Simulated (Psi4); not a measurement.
# Run report: H2, frequency calculation (part 2 of 2)

Continued. System: H2, SMILES [H][H]. Method: SVWN-RPA/6-31G*, RKS (Psi4 1.11). The geometry was optimised with SVWN-RPA/6-31G*.

Geometry of the input (Å):
```
H  0.3348  -0.0428  0.1762
H  -0.3322  0.1040  -0.1640
```

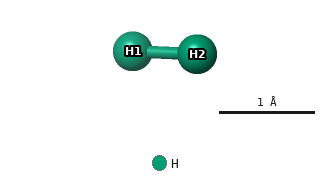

Figure 1. The input geometry (ball-and-stick view, seen at a tilt; atoms are numbered from 1 in the order of the input).

Log, continued
```
  Basis Set: (6-31G* AUX)
    Blend: CC-PVDZ-JKFIT
    Number of shells: 18
    Number of basis functions: 50
    Number of Cartesian functions: 50
    Spherical Harmonics?: false
    Max angular momentum: 2

  Cached 100.0% of DFT collocation blocks in 0.001 [GiB].

  Minimum eigenvalue in the overlap matrix is 2.8770368181E-01.
  Reciprocal condition number of the overlap matrix is 1.6802213423E-01.
    Using symmetric orthogonalization.

  ==> Pre-Iterations <==

  SCF Guess: Superposition of Atomic Densities via on-the-fly atomic UHF (no occupation information).

   -------------------------
    Irrep   Nso     Nmo
   -------------------------
     Ag         2       2
     B1g        0       0
     B2g        0       0
     B3g        0       0
     Au         0       0
     B1u        0       0
     B2u        0       0
     B3u        2       2
   -------------------------
    Total       4       4
   -------------------------

  ==> Iterations <==

                           Total Energy        Delta E     RMS |[F,P]|

   @DF-RKS iter SAD:    -0.97624197198494   -9.76242e-01   0.00000e+00
   @DF-RKS iter   1:    -1.16343214907910   -1.87190e-01   2.72008e-02 ADIIS/DIIS
   @DF-RKS iter   2:    -1.16823753620224   -4.80539e-03   6.69807e-03 ADIIS/DIIS
   @DF-RKS iter   3:    -1.16854349011641   -3.05954e-04   1.11050e-04 ADIIS/DIIS
   @DF-RKS iter   4:    -1.16854357437412   -8.42577e-08   6.76456e-08 DIIS
   @DF-RKS iter   5:    -1.16854357437415   -3.26406e-14   8.79434e-12 DIIS
  Energy and wave function converged.

  ==> Post-Iterations <==

   Electrons on quadrature grid:
      Ntotal   =    2.0000000047 ; deviation = 4.652e-09

    Orbital Energies [Eh]
    ---------------------

    Doubly Occupied:

       1Ag    -0.391153

    Virtual:

       1B3u    0.054648     2Ag     0.549191     2B3u    1.034382

    Final Occupation by Irrep:
             Ag   B1g   B2g   B3g    Au   B1u   B2u   B3u
    DOCC [     1,    0,    0,    0,    0,    0,    0,    0 ]
    NA   [     1,    0,    0,    0,    0,    0,    0,    0 ]
    NB   [     1,    0,    0,    0,    0,    0,    0,    0 ]

  @DF-RKS Final Energy:    -1.16854357437415

   => Energetics <=

    Nuclear Repulsion Energy =              0.6935775046745125
    One-Electron Energy =                  -2.4594208735992020
    Two-Electron Energy =                   1.2795651231624927
    DFT Exchange-Correlation Energy =      -0.6822653286119519
    Empirical Dispersion Energy =           0.0000000000000000
    VV10 Nonlocal Energy =                  0.0000000000000000
    Total Energy =                         -1.1685435743741488

Computation Completed

Properties will be evaluated at   0.000000,   0.000000,   0.000000 [a0]

Properties computed using the SCF density matrix

 Multipole Moments:

 ------------------------------------------------------------------------------------
     Multipole            Electronic (a.u.)      Nuclear  (a.u.)        Total (a.u.)
 ------------------------------------------------------------------------------------

 L = 1.  Multiply by 2.5417464519 to convert [e a0] to [Debye]
 Dipole X            :          0.0000000            0.0000000            0.0000000
 Dipole Y            :          0.0000000            0.0000000            0.0000000
 Dipole Z            :          0.0000000            0.0000000            0.0000000
 Magnitude           :                                                    0.0000000

 ------------------------------------------------------------------------------------

	total time  =          0 seconds =       0.00 minutes

         ------------------------------------------------------------
                                   SCF HESS
         ------------------------------------------------------------

  ==> Geometry <==

    Molecular point group: d2h
    Full point group: D_inf_h

    Geometry (in Angstrom), charge = 0, multiplicity = 1:

       Center              X                  Y                   Z               Mass
    ------------   -----------------  -----------------  -----------------  -----------------
         H            0.381483833532     0.000000000000     0.000000000000     1.007825032230
         H           -0.381483833532    -0.000000000000     0.000000000000     1.007825032230

  Nuclear repulsion =    0.693577504674513

  ==> Basis Set <==

  Basis Set: 6-31G*
    Blend: 6-31G*
    Number of shells: 4
    Number of basis functions: 4
    Number of Cartesian functions: 4
    Spherical Harmonics?: false
    Max angular momentum: 0

  ==> DFT Potential <==

   => LibXC <=

    Version 7.1.2

   => Composite Functional: SVWN <=

    Slater exchange
    Vosko, Wilk & Nusair (VWN5_RPA)

    Deriv               =              1
    GGA                 =          FALSE
    Meta                =          FALSE

    Exchange Hybrid     =          FALSE
    MP2 Hybrid          =          FALSE

   => Exchange Functionals <=

    1.0000         XC_LDA_X

   => Correlation Functionals <=

    1.0000   XC_LDA_C_VWN_RPA

   => LibXC Density Thresholds  <==

    XC_LDA_C_VWN_RPA:  1.00E-15
    XC_LDA_X:  1.00E-15

   => Molecular Quadrature <=

    Radial Scheme          =       TREUTLER
    Pruning Scheme         =           NONE
    Nuclear Scheme         =       TREUTLER

    Blocking Scheme        =         OCTREE
    BS radius alpha        =              1
    Pruning alpha          =              1
    Radial Points          =             75
    Spherical Points       =            302
    Total Points           =          44642
    Total Blocks           =            404
    Max Points             =            252
    Max Functions          =              4
    Weights Tolerance      =       1.00E-15

  ==> DFJKGrad: Density-Fitted SCF Gradients <==

    Gradient:                    2
    J tasked:                  Yes
    K tasked:                   No
    wK tasked:                  No
    Integrals threads:           1
    Memory [MiB]:             1144
    Schwarz Cutoff:          1E-12
    Fitting Condition:       1E-10

   => Auxiliary Basis Set <=

  Basis Set: (6-31G* AUX)
    Blend: CC-PVDZ-JKFIT
    Number of shells: 18
    Number of basis functions: 50
    Number of Cartesian functions: 50
    Spherical Harmonics?: false
    Max angular momentum: 2

  DFHelper Memory: AOs need 0.000 GiB; user supplied 1.341 GiB.
  SCF_SUBTYPE=INCORE selected. In-core MEM_DF algorithm will be used.
  Using in-core AOs.

  ==> MemDFJK: Density-Fitted J/K Matrices <==

    J tasked:                   Yes
    K tasked:                   Yes
    wK tasked:                   No
    Memory [MiB]:              1373
    Algorithm:                 Core
    Schwarz Cutoff:           1E-12
    Mask sparsity (%):       0.0000
    Fitting Condition:        1E-10

   => Auxiliary Basis Set <=

  Basis Set: (6-31G* AUX)
    Blend: CC-PVDZ-JKFIT
    Number of shells: 18
    Number of basis functions: 50
    Number of Cartesian functions: 50
    Spherical Harmonics?: false
    Max angular momentum: 2

   ==> Coupled-Perturbed RKS Solver <==

    Maxiter             =         100
    Convergence         =   1.000E-06
    Number of equations =           6
   -----------------------------------------------------
     Iter   Residual RMS      Max RMS  Remain  Time [s]
   -----------------------------------------------------
        1      4.626e-09    1.339e-08       0         0
  ## Total Hessian (Symmetry 0) ##
  Irrep: 1 Size: 6 x 6

                 1                   2                   3                   4                   5

    1     0.34156867359196    -0.00000000000000     0.00000000000000    -0.34156866514494    -0.00000000000000
    2    -0.00000000000000    -0.00014554193030    -0.00000000000000    -0.00000000000000     0.00014525082507
    3     0.00000000000000    -0.00000000000000    -0.00014554193030    -0.00000000000000    -0.00000000000000
    4    -0.34156866514494    -0.00000000000000    -0.00000000000000     0.34156867359185    -0.00000000000000
    5    -0.00000000000000     0.00014525082507    -0.00000000000000    -0.00000000000000    -0.00014554193031
    6     0.00000000000000    -0.00000000000000     0.00014525082508     0.00000000000000     0.00000000000000

                 6

    1     0.00000000000000
    2    -0.00000000000000
    3     0.00014525082508
    4     0.00000000000000
    5     0.00000000000000
    6    -0.00014554193030

	total time  =          0 seconds =       0.00 minutes

  ==> Harmonic Vibrational Analysis <==

  non-mass-weighted Hessian:       Symmetric? True   Hermitian? True   Lin Dep Dim?  0 (0)
  projection of translations (True) and rotations (True) removed 5 degrees of freedom (5)
  total projector:                 Symmetric? True   Hermitian? True   Lin Dep Dim?  5 (5)
  mass-weighted Hessian:           Symmetric? True   Hermitian? True   Lin Dep Dim?  0 (0)
  pre-proj  low-frequency mode:    0.0000i [cm^-1]
  pre-proj  low-frequency mode:    0.0000i [cm^-1]
  pre-proj  low-frequency mode:    0.0000i [cm^-1]
  pre-proj  low-frequency mode:    0.0000i [cm^-1]
  pre-proj  low-frequency mode:    0.4706  [cm^-1]
  pre-proj  all modes:['87.3179i' '87.3179i' '2.7627i' '2.7627i' '0.4706' '4232.1955']
  projected mass-weighted Hessian: Symmetric? True   Hermitian? True   Lin Dep Dim?  5 (5)
  post-proj low-frequency mode:    0.0000i [cm^-1] (TR)
  post-proj low-frequency mode:    0.0000i [cm^-1] (TR)
  post-proj low-frequency mode:    0.0000i [cm^-1] (TR)
  post-proj low-frequency mode:    0.0000  [cm^-1] (TR)
  post-proj low-frequency mode:    0.0000  [cm^-1] (TR)
  post-proj  all modes:['0.0000i' '0.0000i' '0.0000i' '0.0000' '0.0000' '4232.1955']

  Vibration                       6
  Freq [cm^-1]                4232.1955
  Irrep                           Ag
  Reduced mass [u]              1.0078
  Force const [mDyne/A]        10.6357
  Turning point v=0 [a0]        0.1680
  RMS dev v=0 [a0 u^1/2]        0.1193
  IR activ [km/mol]             0.0000
  Char temp [K]               6089.1870
  ----------------------------------------------------------------------------------
      1   H                0.71  0.00  0.00
      2   H               -0.71 -0.00 -0.00

  ==> Thermochemistry Components <==

  Entropy, S
    Electronic S                             0.000 [cal/(mol K)]        0.000 [J/(mol K)]       0.00000000 [mEh/K] (multiplicity = 1)
    Translational S                         29.540 [cal/(mol K)]      123.596 [J/(mol K)]       0.04707528 [mEh/K] (mol. weight = 2.0157 [u], P = 101325.00 [Pa])
    Rotational S                             3.742 [cal/(mol K)]       15.659 [J/(mol K)]       0.00596402 [mEh/K] (symmetry no. = 2)
    Vibrational S                            0.000 [cal/(mol K)]        0.000 [J/(mol K)]       0.00000001 [mEh/K]
  Total S                                   33.283 [cal/(mol K)]      139.255 [J/(mol K)]       0.05303931 [mEh/K]
  Correction S                               0.000 [cal/(mol K)]        0.000 [J/(mol K)]       0.00000000 [mEh/K]

  Constant volume heat capacity, Cv
    Electronic Cv                            0.000 [cal/(mol K)]        0.000 [J/(mol K)]       0.00000000 [mEh/K]
    Translational Cv                         2.981 [cal/(mol K)]       12.472 [J/(mol K)]       0.00475022 [mEh/K]
    Rotational Cv                            1.987 [cal/(mol K)]        8.314 [J/(mol K)]       0.00316681 [mEh/K]
    Vibrational Cv                           0.000 [cal/(mol K)]        0.000 [J/(mol K)]       0.00000018 [mEh/K]
  Total Cv                                   4.968 [cal/(mol K)]       20.787 [J/(mol K)]       0.00791721 [mEh/K]
  Correction Cv                              0.000 [cal/(mol K)]        0.000 [J/(mol K)]       0.00000000 [mEh/K]

  Constant pressure heat capacity, Cp
    Electronic Cp                            0.000 [cal/(mol K)]        0.000 [J/(mol K)]       0.00000000 [mEh/K]
    Translational Cp                         4.968 [cal/(mol K)]       20.786 [J/(mol K)]       0.00791703 [mEh/K]
    Rotational Cp                            1.987 [cal/(mol K)]        8.314 [J/(mol K)]       0.00316681 [mEh/K]
    Vibrational Cp                           0.000 [cal/(mol K)]        0.000 [J/(mol K)]       0.00000018 [mEh/K]
  Total Cp                                   6.955 [cal/(mol K)]       29.101 [J/(mol K)]       0.01108402 [mEh/K]
  Correction Cp                              0.000 [cal/(mol K)]        0.000 [J/(mol K)]       0.00000000 [mEh/K]

  ==> Thermochemistry Energy Analysis <==

  Raw electronic energy, E_e
  Total E_e, Electronic energy at well bottom                                            -1.16854357 [Eh]

  Zero-point vibrational energy, ZPVE = Sum_i omega_i / 2,  E_0 = E_e + ZPVE
    Vibrational ZPVE                         6.050 [kcal/mol]       25.314 [kJ/mol]       0.00964165 [Eh]        2116.098 [cm^-1]
  Correction ZPVE to E_e                     6.050 [kcal/mol]       25.314 [kJ/mol]       0.00964165 [Eh]        2116.098 [cm^-1]
  Total E_0, Enthalpy at 0 [K]                                                           -1.15890192 [Eh]
  *** Absolute enthalpy, not an enthalpy of formation ***

  Thermal (internal) energy, E (includes ZPVE and finite-temperature corrections)
    Electronic contrib to E beyond E_e       0.000 [kcal/mol]        0.000 [kJ/mol]       0.00000000 [Eh]
    Translational contrib to E               1.192 [kcal/mol]        4.989 [kJ/mol]       0.00190009 [Eh]
    Rotational contrib to E                  0.795 [kcal/mol]        3.326 [kJ/mol]       0.00126672 [Eh]
    Vibrational contrib to E                 6.050 [kcal/mol]       25.314 [kJ/mol]       0.00964166 [Eh]
  Correction E                               8.037 [kcal/mol]       33.629 [kJ/mol]       0.01280847 [Eh]
  Total E, Thermal (internal) energy at  400.00 [K]                                      -1.15573511 [Eh]

  Enthalpy, H_trans = E_trans + k_B * T = E_trans + P * V
    Electronic contrib to H beyond E_e       0.000 [kcal/mol]        0.000 [kJ/mol]       0.00000000 [Eh]
    Translational contrib to H               1.987 [kcal/mol]        8.314 [kJ/mol]       0.00316681 [Eh]
    Rotational contrib to H                  0.795 [kcal/mol]        3.326 [kJ/mol]       0.00126672 [Eh]
    Vibrational contrib to H                 6.050 [kcal/mol]       25.314 [kJ/mol]       0.00964166 [Eh]
  Correction H                               8.832 [kcal/mol]       36.954 [kJ/mol]       0.01407519 [Eh]
  Total H, Enthalpy at  400.00 [K]                                                       -1.15446838 [Eh]
  *** Absolute enthalpy, not an enthalpy of formation ***

  Gibbs free energy, G = H - T * S
    Electronic contrib to G beyond E_e       0.000 [kcal/mol]        0.000 [kJ/mol]       0.00000000 [Eh]
    Translational contrib to G              -9.829 [kcal/mol]      -41.124 [kJ/mol]      -0.01566330 [Eh]
    Rotational contrib to G                 -0.702 [kcal/mol]       -2.938 [kJ/mol]      -0.00111888 [Eh]
    Vibrational contrib to G                 6.050 [kcal/mol]       25.314 [kJ/mol]       0.00964165 [Eh]
  Correction G                              -4.481 [kcal/mol]      -18.747 [kJ/mol]      -0.00714053 [Eh]
  Total G, Gibbs energy at  400.00 [K]                                                   -1.17568411 [Eh]
  *** Absolute Gibbs energy, not a free energy of formation ***

    Psi4 run time: 0:00:01.33
```

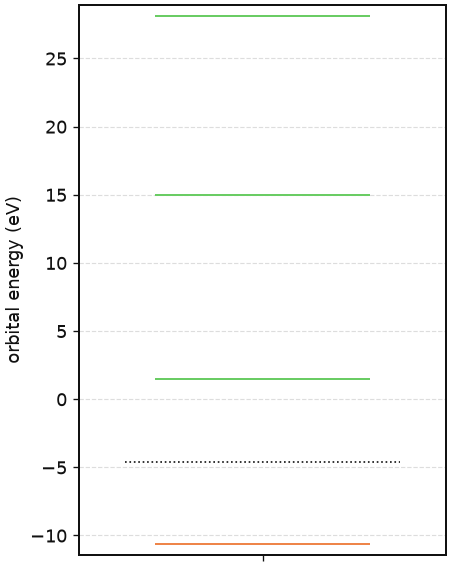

Figure 2. Orbital energies near the frontier; the dotted line parts filled from empty levels, and levels within 0.02 eV of each other stand side by side. Highest filled −10.64 eV, lowest empty 1.49 eV, 12.13 eV apart.
